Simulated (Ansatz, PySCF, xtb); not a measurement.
Bond stretch in MgH, doublet.

- UKS-BLYP = unrestricted BLYP/cc-pVQZ run with Ansatz (an electronic-structure program)
- UKS-B3LYP/6-311+G** = unrestricted B3LYP/6-311+G**, spherical d (PySCF)
- GFN1-xTB (xtb)

Energies are in kJ/mol, each relative to the lowest point of its own curve near equilibrium.

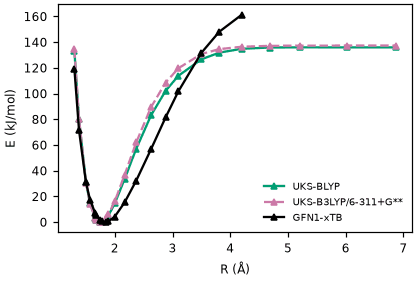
Figure: Energy against bond length for each method.

```csv
R / Å,UKS-BLYP,UKS-B3LYP/6-311+G**,GFN1-xTB
1.30,132.9,134.4,119.0
1.38,80.0,80.3,71.4
1.50,31.1,30.6,30.9
1.57,14.8,14.3,17.4
1.66,3.4,3.1,6.9
1.68,2.0,1.8,5.3
1.74,0.0,0.0,1.9
1.78,0.1,0.3,0.6
1.85,2.6,3.2,0.0
1.89,5.1,5.9,0.5
2.00,14.6,16.3,4.3
2.17,33.5,36.8,15.3
2.37,56.9,61.9,32.2
2.63,83.3,89.6,57.0
2.88,102.1,108.5,81.5
3.10,113.8,119.6,101.7
3.50,126.7,130.8,131.7
3.81,131.8,134.5,148.1
4.20,134.8,136.4,161.4
4.68,135.8,137.1,—
5.20,136.0,137.3,—
6.03,135.9,137.3,—
6.87,135.9,137.3,—
```

At the longest distance, 6.87 Å, UKS-B3LYP/6-311+G** lies highest above its minimum (137.3 kJ/mol) and UKS-BLYP lowest (135.9 kJ/mol).

Dashes: no converged value, or the column stops at the first point that the program doubted or that broke a chosen test of continuity, which isn't proof of a fault.
